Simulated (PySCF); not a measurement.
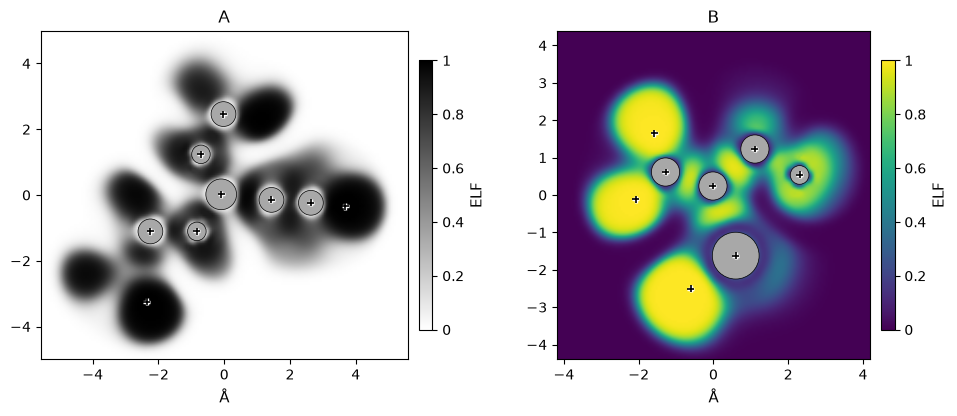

The electron localisation function of 2 systems, each on a plane through atoms (crosses mark nuclei in the plane; grey discs cover the cores).

Theory: PySCF, PBE0/def2-SVPD, SCF density, gas phase.

System 1: C$_{5}$H$_{9}$BO$_{2}$, the plane of atoms O4, B3 and O6. Geometry: GFN2-xTB.

```xyz
17

C    -1.4520    2.9884   -0.2454
C    -0.9830    1.8880   -0.1288
B    -0.4342    0.4602    0.0346
O    -1.2342   -0.6373    0.1472
C    -2.6364   -0.5871    0.1566
O     0.9058    0.3204    0.0640
C     1.5519   -0.9263    0.2192
C     2.8822   -0.7216    0.9315
H    -1.8386    3.9613   -0.3491
H    -2.9991   -0.6538    1.1867
H    -3.0095    0.3387   -0.2890
H    -3.0094   -1.4441   -0.4082
H     1.7198   -1.3539   -0.7774
H     0.9118   -1.6139    0.7830
H     2.7155   -0.3132    1.9249
H     3.4978   -0.0233    0.3711
H     3.4046   -1.6705    1.0187
```

System 2: C$_{3}$H$_{7}$FGe (SMILES C=[C]([GeH3])CF), the plane of atoms C1, C2 and Ge3. Geometry: GFN2-xTB.

```csv
atom,x (Å),y (Å),z (Å)
C,-0.3813,1.5548,-0.5492
C,-0.1968,0.3129,-0.1311
Ge,1.5476,-0.4629,0.3085
C,-1.3342,-0.6385,0.0658
F,-0.8212,-1.8564,0.4721
H,0.4542,2.2233,-0.6771
H,-1.3586,1.9542,-0.7788
H,1.8220,-1.6581,-0.5384
H,1.5836,-0.8721,1.7413
H,2.5987,0.5733,0.0632
H,-2.0183,-0.3078,0.8543
H,-1.8945,-0.8235,-0.8565
```

Q: Which map belongs to which system?

A: Panel A is system 1, C$_{5}$H$_{9}$BO$_{2}$: the plane holds C, B, O and H. C–C (1.20 Å): the ELF peaks at about 0.85 between the atoms; a multiple bond. Panel B is system 2, C$_{3}$H$_{7}$FGe: the plane holds C, Ge, F and H. C–C (1.32 Å): the ELF peaks at about 0.90 between the atoms (a multiple bond).
